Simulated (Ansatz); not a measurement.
**Run report: GeSiH$_{7}$F, saddle-point search (part 2 of 2)**

The same run, continued: GeSiH$_{7}$F; RKS wB97X-V/def2-SVP (Ansatz 0.2.0). 

Geometry of the input (Å):
```
Ge -0.5357  -1.1617  0.0196
F  1.3197  -1.2648  0.6824
H  -0.2402  -2.1381  -1.1120
H  -0.9981  -1.7951  1.3659
H  -1.7458  -0.2965  -0.5457
H  1.0390  -0.1811  0.3401
Si 0.2711  1.3668  -0.1032
H  1.5521  2.2139  0.2562
H  -0.9440  1.7850  0.7399
H  -0.0497  1.5660  -1.5249
```

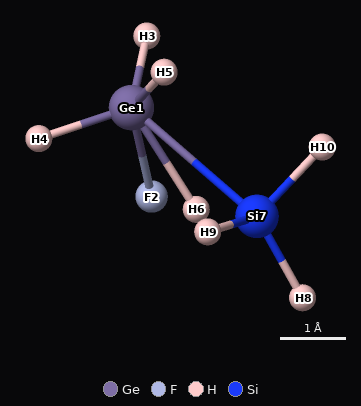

The geometry at step 12 of the log (ball-and-stick view, seen at a tilt; atoms are numbered from 1 in the order of the input).

### Trajectory as extended XYZ, continued
```
10
Properties=species:S:1:pos:R:3:forces:R:3 step=2 energy=-67205.19688
Ge   -0.5367   -1.1858    0.0188   -0.6485  -0.3993   0.0801
F     1.3562   -1.2992    0.6733    0.2594   0.0104   0.0610
H    -0.2258   -2.1638   -1.1132    0.0224   0.0050  -0.0249
H    -1.0377   -1.7916    1.3493    0.0729   0.1589  -0.2437
H    -1.7157   -0.2916   -0.5151    0.1829  -0.0940   0.0738
H     1.0211   -0.1680    0.3468    0.0001   0.1204   0.0075
Si    0.2607    1.3763   -0.1075    0.2820   0.5577   0.4849
H     1.4846    2.2082    0.2581   -0.3502  -0.2698  -0.1283
H    -0.8910    1.8316    0.7505    0.2292  -0.0701  -0.1667
H    -0.0473    1.5785   -1.5427   -0.0502  -0.0192  -0.1435
10
Properties=species:S:1:pos:R:3:forces:R:3 step=3 energy=-67205.22340
Ge   -0.5460   -1.1997    0.0145   -0.2654  -0.1364  -0.0397
F     1.3781   -1.2824    0.6646    0.0616  -0.0298   0.0181
H    -0.2238   -2.1715   -1.1205    0.0245   0.0007   0.0270
H    -1.0509   -1.7764    1.3392    0.0638   0.0058  -0.0296
H    -1.7074   -0.2992   -0.5133    0.0452  -0.0352  -0.0079
H     1.0126   -0.1607    0.3600    0.0084   0.0291   0.0160
Si    0.2632    1.3853   -0.0923   -0.0396   0.0424  -0.0533
H     1.4676    2.1850    0.2525    0.1657   0.1013   0.0216
H    -0.8712    1.8453    0.7513   -0.0570   0.0326   0.0344
H    -0.0539    1.5688   -1.5377   -0.0072  -0.0103   0.0133
10
Properties=species:S:1:pos:R:3:forces:R:3 step=4 energy=-67205.22976
Ge   -0.5570   -1.2078    0.0101    0.0020  -0.1414  -0.0061
F     1.3762   -1.2881    0.6607   -0.0585   0.0138  -0.0311
H    -0.2217   -2.1827   -1.1177    0.0008  -0.0033   0.0089
H    -1.0413   -1.7821    1.3390   -0.0096  -0.0089   0.0118
H    -1.7073   -0.3057   -0.5255    0.0114  -0.0016  -0.0005
H     1.0005   -0.1569    0.3670   -0.0171   0.0554  -0.0010
Si    0.2659    1.3950   -0.0852    0.0563   0.0199  -0.0397
H     1.4819    2.1954    0.2462    0.0444   0.0414   0.0077
H    -0.8712    1.8596    0.7549   -0.0286   0.0279   0.0281
H    -0.0575    1.5677   -1.5313   -0.0010  -0.0033   0.0219
10
Properties=species:S:1:pos:R:3:forces:R:3 step=5 energy=-67205.23143
Ge   -0.5652   -1.2153    0.0059    0.0236  -0.0306  -0.0245
F     1.3767   -1.2805    0.6523   -0.0422   0.0133  -0.0153
H    -0.2190   -2.1926   -1.1152   -0.0009  -0.0141  -0.0014
H    -1.0399   -1.7858    1.3379   -0.0192  -0.0217   0.0325
H    -1.7151   -0.3173   -0.5343    0.0055  -0.0048   0.0032
H     0.9971   -0.1593    0.3770    0.0238   0.0023   0.0049
Si    0.2695    1.3991   -0.0811    0.0143   0.0519  -0.0074
H     1.4915    2.2011    0.2439   -0.0178  -0.0120  -0.0076
H    -0.8671    1.8764    0.7579    0.0060   0.0102   0.0021
H    -0.0601    1.5688   -1.5261    0.0068   0.0056   0.0135
10
Properties=species:S:1:pos:R:3:forces:R:3 step=6 energy=-67205.23226
Ge   -0.5688   -1.2219    0.0035    0.0147  -0.0048   0.0015
F     1.3729   -1.2756    0.6481   -0.0109  -0.0022  -0.0047
H    -0.2186   -2.2044   -1.1122   -0.0013  -0.0056  -0.0028
H    -1.0412   -1.7941    1.3374   -0.0111  -0.0066   0.0082
H    -1.7174   -0.3256   -0.5388   -0.0047  -0.0019  -0.0004
H     0.9996   -0.1591    0.3798    0.0132   0.0019   0.0066
Si    0.2697    1.4044   -0.0783    0.0084   0.0198   0.0000
H     1.4948    2.2033    0.2407   -0.0103  -0.0050   0.0018
H    -0.8636    1.8917    0.7605    0.0074  -0.0029  -0.0035
H    -0.0591    1.5758   -1.5225   -0.0055   0.0072  -0.0066
10
Properties=species:S:1:pos:R:3:forces:R:3 step=7 energy=-67205.23242
Ge   -0.5694   -1.2241    0.0038    0.0010   0.0003  -0.0004
F     1.3703   -1.2751    0.6498   -0.0003   0.0002  -0.0006
H    -0.2192   -2.2096   -1.1097    0.0000  -0.0006   0.0005
H    -1.0453   -1.7966    1.3373   -0.0005   0.0008   0.0003
H    -1.7178   -0.3286   -0.5401    0.0004  -0.0001  -0.0008
H     1.0053   -0.1597    0.3785   -0.0004   0.0000   0.0001
Si    0.2717    1.4064   -0.0803    0.0000   0.0002   0.0009
H     1.4947    2.2069    0.2407   -0.0006  -0.0006  -0.0004
H    -0.8605    1.8906    0.7615    0.0007  -0.0005   0.0003
H    -0.0614    1.5843   -1.5232   -0.0004   0.0003   0.0001
10
Properties=species:S:1:pos:R:3:forces:R:3 step=8 energy=-67205.23243
Ge   -0.5692   -1.2240    0.0034   -0.0001  -0.0003   0.0005
F     1.3706   -1.2752    0.6490    0.0000   0.0004  -0.0002
H    -0.2190   -2.2110   -1.1088   -0.0001  -0.0007   0.0002
H    -1.0457   -1.7948    1.3374    0.0000   0.0007   0.0000
H    -1.7171   -0.3288   -0.5421    0.0002   0.0001  -0.0006
H     1.0053   -0.1597    0.3785   -0.0002  -0.0002  -0.0004
Si    0.2714    1.4064   -0.0799    0.0003  -0.0010  -0.0014
H     1.4947    2.2066    0.2405    0.0008   0.0008   0.0006
H    -0.8602    1.8903    0.7628   -0.0007  -0.0002   0.0008
H    -0.0624    1.5846   -1.5226   -0.0002   0.0005   0.0005
10
Properties=species:S:1:pos:R:3:forces:R:3 step=9 energy=-67205.23247
Ge   -0.5689   -1.2242    0.0023    0.0001  -0.0006   0.0001
F     1.3734   -1.2763    0.6407   -0.0005   0.0002  -0.0009
H    -0.2227   -2.2219   -1.1018   -0.0005  -0.0004   0.0011
H    -1.0459   -1.7821    1.3415    0.0003   0.0010  -0.0004
H    -1.7139   -0.3304   -0.5514    0.0005  -0.0001  -0.0004
H     1.0069   -0.1604    0.3736    0.0002  -0.0001  -0.0002
Si    0.2709    1.4066   -0.0783    0.0007   0.0003   0.0005
H     1.4927    2.2073    0.2467   -0.0008  -0.0001   0.0003
H    -0.8622    1.8855    0.7653   -0.0001  -0.0004   0.0000
H    -0.0619    1.5903   -1.5205    0.0001   0.0004   0.0001
10
Properties=species:S:1:pos:R:3:forces:R:3 step=10 energy=-67205.23254
Ge   -0.5686   -1.2243    0.0010    0.0003  -0.0015   0.0003
F     1.3775   -1.2779    0.6278   -0.0009   0.0003  -0.0011
H    -0.2288   -2.2362   -1.0923   -0.0008   0.0000   0.0018
H    -1.0450   -1.7656    1.3472    0.0005   0.0016  -0.0011
H    -1.7100   -0.3322   -0.5627    0.0008  -0.0004  -0.0005
H     1.0094   -0.1614    0.3676    0.0002   0.0000  -0.0004
Si    0.2702    1.4070   -0.0759    0.0005   0.0002   0.0002
H     1.4893    2.2088    0.2562   -0.0006  -0.0002   0.0005
H    -0.8662    1.8795    0.7671   -0.0001  -0.0006   0.0000
H    -0.0593    1.5969   -1.5180    0.0001   0.0005   0.0004
10
Properties=species:S:1:pos:R:3:forces:R:3 step=11 energy=-67205.23267
Ge   -0.5683   -1.2246   -0.0007   -0.0007  -0.0059   0.0006
F     1.3830   -1.2800    0.6107   -0.0020   0.0005  -0.0018
H    -0.2369   -2.2553   -1.0796   -0.0022   0.0038   0.0069
H    -1.0439   -1.7434    1.3548    0.0024   0.0036  -0.0065
H    -1.7048   -0.3347   -0.5777    0.0021  -0.0019  -0.0002
H     1.0127   -0.1628    0.3596    0.0007   0.0002  -0.0006
Si    0.2692    1.4074   -0.0726    0.0005   0.0005   0.0000
H     1.4848    2.2107    0.2690   -0.0013  -0.0007   0.0006
H    -0.8714    1.8716    0.7694    0.0004  -0.0009  -0.0004
H    -0.0560    1.6058   -1.5146    0.0002   0.0007   0.0014
10
Properties=species:S:1:pos:R:3:forces:R:3 step=12 energy=-67205.23286
Ge   -0.5679   -1.2248   -0.0029   -0.0030  -0.0136   0.0010
F     1.3896   -1.2824    0.5893   -0.0039   0.0012  -0.0028
H    -0.2470   -2.2790   -1.0633   -0.0044   0.0107   0.0150
H    -1.0424   -1.7158    1.3637    0.0054   0.0064  -0.0153
H    -1.6984   -0.3381   -0.5966    0.0046  -0.0042   0.0008
H     1.0171   -0.1646    0.3496    0.0014   0.0001  -0.0007
Si    0.2680    1.4078   -0.0685    0.0007   0.0011  -0.0001
H     1.4792    2.2128    0.2848   -0.0024  -0.0015   0.0005
H    -0.8778    1.8616    0.7723    0.0013  -0.0012  -0.0010
H    -0.0519    1.6169   -1.5103    0.0003   0.0010   0.0028
10
Properties=species:S:1:pos:R:3:forces:R:3 step=13 energy=-67205.23312
Ge   -0.5675   -1.2249   -0.0053   -0.0063  -0.0224   0.0012
F     1.3970   -1.2849    0.5645   -0.0056   0.0018  -0.0036
H    -0.2588   -2.3059   -1.0436   -0.0067   0.0188   0.0236
H    -1.0406   -1.6841    1.3733    0.0085   0.0088  -0.0249
H    -1.6909   -0.3424   -0.6183    0.0076  -0.0067   0.0021
H     1.0224   -0.1668    0.3380    0.0024   0.0001  -0.0008
Si    0.2666    1.4082   -0.0639    0.0010   0.0020  -0.0002
H     1.4727    2.2150    0.3032   -0.0035  -0.0022   0.0003
H    -0.8851    1.8501    0.7755    0.0021  -0.0015  -0.0017
H    -0.0473    1.6300   -1.5051    0.0005   0.0012   0.0040
10
Properties=species:S:1:pos:R:3:forces:R:3 step=14 energy=-67205.22713
Ge   -0.5662   -1.2262   -0.0186   -0.0355  -0.2605   0.0544
F     1.4388   -1.2989    0.4233   -0.1129   0.0226  -0.0327
H    -0.3269   -2.4570   -0.9316   -0.0538   0.2776   0.2313
H    -1.0286   -1.5060    1.4273    0.0868   0.0326  -0.3020
H    -1.6500   -0.3667   -0.7387    0.0852  -0.0722   0.0503
H     1.0528   -0.1793    0.2712    0.0029   0.0252  -0.0115
Si    0.2594    1.4109   -0.0379    0.0371   0.0285   0.0071
H     1.4352    2.2283    0.4092   -0.0502  -0.0335  -0.0177
H    -0.9278    1.7851    0.7907    0.0379  -0.0126  -0.0341
H    -0.0184    1.7043   -1.4767    0.0026  -0.0076   0.0549
10
Properties=species:S:1:pos:R:3:forces:R:3 step=15 energy=-67205.23335
Ge   -0.5674   -1.2237   -0.0181   -0.0835  -0.0971   0.0085
F     1.4359   -1.2934    0.4217   -0.0084   0.0112  -0.0037
H    -0.3258   -2.4475   -0.9213   -0.0201   0.1339   0.1138
H    -1.0283   -1.5078    1.4179    0.0477   0.0146  -0.1483
H    -1.6535   -0.3719   -0.7379    0.0506  -0.0449   0.0311
H     1.0587   -0.1824    0.2699    0.0273  -0.0268   0.0034
Si    0.2605    1.4088   -0.0376   -0.0318   0.0161  -0.0127
H     1.4350    2.2229    0.4099   -0.0097  -0.0096  -0.0033
H    -0.9269    1.7848    0.7875    0.0213  -0.0006  -0.0103
H    -0.0198    1.7045   -1.4738    0.0066   0.0031   0.0214
10
Properties=species:S:1:pos:R:3:forces:R:3 step=16 energy=-67205.23512
Ge   -0.5688   -1.2250   -0.0170    0.0062  -0.0222  -0.0001
F     1.4309   -1.2959    0.4192    0.0017  -0.0001  -0.0007
H    -0.3274   -2.4439   -0.9086   -0.0012  -0.0140  -0.0147
H    -1.0269   -1.5141    1.4088   -0.0094   0.0062   0.0174
H    -1.6473   -0.3741   -0.7372   -0.0069   0.0066  -0.0060
H     1.0578   -0.1808    0.2668    0.0007   0.0172  -0.0005
Si    0.2596    1.4098   -0.0382    0.0301   0.0006   0.0088
H     1.4329    2.2245    0.4093    0.0013   0.0004   0.0015
H    -0.9245    1.7863    0.7879   -0.0135   0.0024   0.0047
H    -0.0181    1.7078   -1.4726   -0.0089   0.0028  -0.0104
10
Properties=species:S:1:pos:R:3:forces:R:3 step=17 energy=-67205.23520
Ge   -0.5686   -1.2257   -0.0172   -0.0085  -0.0032  -0.0028
F     1.4326   -1.2947    0.4194   -0.0004   0.0022  -0.0011
H    -0.3278   -2.4445   -0.9104    0.0028  -0.0053   0.0001
H    -1.0281   -1.5114    1.4096    0.0003   0.0004   0.0040
H    -1.6484   -0.3753   -0.7377    0.0008   0.0008  -0.0023
H     1.0599   -0.1812    0.2674    0.0031  -0.0036   0.0003
Si    0.2603    1.4094   -0.0378   -0.0010   0.0065  -0.0012
H     1.4341    2.2232    0.4100   -0.0002   0.0017  -0.0003
H    -0.9254    1.7865    0.7872    0.0016  -0.0010   0.0023
H    -0.0202    1.7082   -1.4723    0.0015   0.0014   0.0008
10
Properties=species:S:1:pos:R:3:forces:R:3 step=18 energy=-67205.23528
Ge   -0.5706   -1.2278   -0.0184    0.0033   0.0013   0.0008
F     1.4320   -1.2943    0.4153   -0.0004  -0.0008  -0.0015
H    -0.3287   -2.4521   -0.9046   -0.0016   0.0018   0.0039
H    -1.0298   -1.5075    1.4100    0.0006   0.0024  -0.0034
H    -1.6468   -0.3784   -0.7446    0.0010  -0.0009  -0.0007
H     1.0621   -0.1821    0.2655   -0.0001  -0.0003  -0.0005
Si    0.2612    1.4110   -0.0366   -0.0023  -0.0037  -0.0003
H     1.4341    2.2262    0.4110   -0.0002  -0.0004   0.0008
H    -0.9238    1.7863    0.7905   -0.0004  -0.0007   0.0008
H    -0.0213    1.7131   -1.4700    0.0002   0.0013   0.0000
10
Properties=species:S:1:pos:R:3:forces:R:3 step=19 energy=-67205.23538
Ge   -0.5691   -1.2255   -0.0197   -0.0078  -0.0156  -0.0006
F     1.4364   -1.2957    0.4012   -0.0023   0.0016  -0.0016
H    -0.3350   -2.4640   -0.8886   -0.0009   0.0041   0.0048
H    -1.0293   -1.4856    1.4121    0.0014   0.0010  -0.0041
H    -1.6403   -0.3809   -0.7591    0.0016  -0.0017   0.0009
H     1.0651   -0.1836    0.2570    0.0059  -0.0002   0.0006
Si    0.2595    1.4093   -0.0340    0.0042   0.0086   0.0001
H     1.4300    2.2241    0.4211   -0.0013  -0.0002   0.0005
H    -0.9274    1.7764    0.7939   -0.0012   0.0004   0.0004
H    -0.0214    1.7199   -1.4658    0.0004   0.0020  -0.0010
10
Properties=species:S:1:pos:R:3:forces:R:3 step=20 energy=-67205.23549
Ge   -0.5712   -1.2279   -0.0204    0.0004  -0.0015  -0.0008
F     1.4384   -1.2955    0.3844   -0.0015   0.0003   0.0006
H    -0.3417   -2.4776   -0.8746   -0.0014   0.0044   0.0040
H    -1.0284   -1.4746    1.4147    0.0019   0.0015  -0.0028
H    -1.6381   -0.3868   -0.7686    0.0024  -0.0014   0.0005
H     1.0706   -0.1850    0.2516   -0.0015  -0.0012  -0.0016
Si    0.2597    1.4112   -0.0308   -0.0027  -0.0029  -0.0028
H     1.4265    2.2269    0.4316    0.0016   0.0016   0.0021
H    -0.9314    1.7758    0.7929    0.0011  -0.0021  -0.0008
H    -0.0161    1.7280   -1.4626   -0.0003   0.0013   0.0015
10
Properties=species:S:1:pos:R:3:forces:R:3 step=21 energy=-67205.23556
Ge   -0.5717   -1.2277   -0.0215    0.0003  -0.0031  -0.0007
F     1.4420   -1.2964    0.3668   -0.0024   0.0013  -0.0013
H    -0.3499   -2.4940   -0.8536   -0.0006   0.0046   0.0033
H    -1.0277   -1.4513    1.4177    0.0008   0.0004  -0.0028
H    -1.6320   -0.3928   -0.7851    0.0016  -0.0011   0.0011
H     1.0762   -0.1875    0.2395    0.0001  -0.0007   0.0001
Si    0.2592    1.4111   -0.0284    0.0016  -0.0005   0.0008
H     1.4217    2.2268    0.4457   -0.0014  -0.0007  -0.0005
H    -0.9354    1.7652    0.7949   -0.0001   0.0000  -0.0004
H    -0.0140    1.7412   -1.4577    0.0002  -0.0003   0.0004
```

### Summary

| quantity | value |
| --- | --- |
| outcome | converged |
| total energy | −67205.2356 eV |
| largest force (length of the vector) at the end | 0.006 eV/Å |
| dipole moment | 1.35 D |
| hardware | 4 threads of Arm Neoverse V2, 23 GiB of memory available, shared host |
| wall time | 5 min (CPU time 19 min) |
| peak memory | 0.47 GiB |

The program could not tell the order of the saddle point.
